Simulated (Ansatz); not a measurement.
# CH6Sn (SMILES [CH3][SnH3]) at HF/def2-SVP (core potential)

What is the energy change on altering one bond length of CH6Sn at HF/def2-SVP (core potential)? 

The results are computed with Ansatz 0.2.0.

42 further runs of the same task are left out: 1 that didn't finish, 41 set aside as unsound or not needed.

## (1) The molecule

CH6Sn: 8 atoms, total charge 0, spin state singlet. As SMILES, `[CH3][SnH3]`. The shape is that of a PBE0-D4/def2-TZVP optimisation.

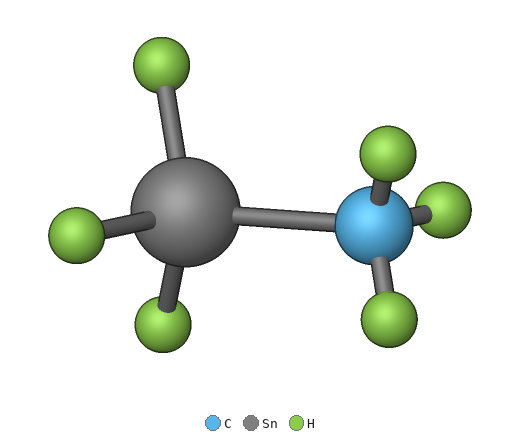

Viewed from a chosen angle; carbon blue, tin grey, hydrogen green.

## (2) The energy at HF/def2-SVP (core potential)

Contents of job.yaml:

```yaml
crystal:
  periodic: [false, false, false]
  atoms:
    - {symbol: C, position_ang: [1.094500, 0.367400, -0.110600]}
    - {symbol: Sn, position_ang: [-0.919400, -0.329100, 0.082100]}
    - {symbol: H, position_ang: [1.300500, 0.627700, -1.148800]}
    - {symbol: H, position_ang: [1.789300, -0.411200, 0.204000]}
    - {symbol: H, position_ang: [1.244600, 1.249200, 0.512300]}
    - {symbol: H, position_ang: [-2.012000, 0.886800, -0.417500]}
    - {symbol: H, position_ang: [-1.156700, -1.716400, -0.887800]}
    - {symbol: H, position_ang: [-1.248700, -0.731500, 1.710400]}
basis:
  gaussian: {orbitals: def2-SVP}
hamiltonian: {xc: hf}
accuracy: high
output: {orbitals: {seedname: orbitals}}
```

Command:

```
$ ansatz run job.yaml --threads 1 --pin off --max-ram 3480MiB --events-out events.jsonl --progress --plain --runs-dir runs
```

Output:

```text
Warning: RAYON_NUM_THREADS=1 ignored (pool sized by the plan → 1); use --threads N
Functional definition: HF
  name "HF"
  exchange = exact_x
  correlation = 0
1743 factors; integrals over basis functions are off by at most 3.0e-9 eV
mean field evaluation 1: about -6927.7676 eV, gradient 2.1e1 eV
mean field evaluation 2: about -6927.8293 eV, gradient 2.1e1 eV
mean field evaluation 4: about -6929.2081 eV, gradient 1.9e0 eV
mean field evaluation 8: about -6929.2245 eV, gradient 1.7e-4 eV
mean field -6929.22446546 eV, -254.6443023088 hartree, gradient 2.5e-8 eV, S^2 0.000000; 0 other end points of the search recorded, 0 dependent functions left out
reference -6929.22446546 eV, -254.6443023088 hartree; 17, 17 occupied and 53, 53 virtual orbitals, 1743 factors
Total energy: -6929.22446546 eV, -254.6443023088 hartree
```

It took 1.4 s on 1 thread of Arm Neoverse V2, shared host; peak memory 0.17 GiB.

## (3) The distorted shape, same level

Contents of input.yaml:

```yaml
crystal:
  periodic: [false, false, false]
  atoms:
    - {symbol: C, position_ang: [1.063595, 0.328349, 0.045154]}
    - {symbol: Sn, position_ang: [-0.950305, -0.368151, 0.237854]}
    - {symbol: H, position_ang: [1.300500, 0.627700, -1.148800]}
    - {symbol: H, position_ang: [1.758395, -0.450251, 0.359754]}
    - {symbol: H, position_ang: [1.213695, 1.210149, 0.668054]}
    - {symbol: H, position_ang: [-2.042905, 0.847749, -0.261746]}
    - {symbol: H, position_ang: [-1.187605, -1.755451, -0.732046]}
    - {symbol: H, position_ang: [-1.279605, -0.770551, 1.866154]}
basis:
  gaussian: {orbitals: def2-SVP}
hamiltonian: {xc: hf}
accuracy: high
output: {orbitals: {seedname: orbitals}}
```

Command:

```
$ ansatz run input.yaml --threads 1 --pin off --max-ram 3480MiB --events-out events.jsonl --progress --plain --runs-dir runs
```

Output:

```text
Warning: RAYON_NUM_THREADS=1 ignored (pool sized by the plan → 1); use --threads N
[... 4 set-up lines as earlier in the session ...]
1740 factors; integrals over basis functions are off by at most 3.3e-9 eV
mean field evaluation 1: about -6927.5113 eV, gradient 2.0e1 eV
mean field evaluation 2: about -6927.5716 eV, gradient 2.0e1 eV
mean field evaluation 4: about -6928.8454 eV, gradient 2.0e0 eV
mean field evaluation 8: about -6928.8619 eV, gradient 1.7e-4 eV
mean field -6928.86187215 eV, -254.6309772503 hartree, gradient 2.2e-8 eV, S^2 0.000000; 0 other end points of the search recorded, 0 dependent functions left out
reference -6928.86187215 eV, -254.6309772503 hartree; 17, 17 occupied and 53, 53 virtual orbitals, 1740 factors
Total energy: -6928.86187215 eV, -254.6309772503 hartree
```

Wall time 1.4 s (1 thread of Arm Neoverse V2, shared host); peak memory 0.17 GiB.

## (4) Summary of results

At HF/def2-SVP (core potential):

```
                                                         quantity          value
                                        first shape: total energy  -254.64430 Eh
                                         first shape: HOMO energy      -11.20 eV
                                         first shape: LUMO energy        3.45 eV
                                       first shape: HOMO–LUMO gap       14.66 eV
                                    distorted shape: total energy  -254.63098 Eh
                                     distorted shape: HOMO energy      -11.21 eV
                                     distorted shape: LUMO energy        3.38 eV
                                   distorted shape: HOMO–LUMO gap       14.59 eV
energy change with the C1–H3 bond stretched from 1.090 to 1.253 Å       0.363 eV
```

What this shows: With the C1–H3 bond stretched from 1.090 to 1.253 Å the energy rises by 0.36 eV (35.0 kJ/mol). The first shape isn't relaxed at this level, so the change isn't measured from a minimum.
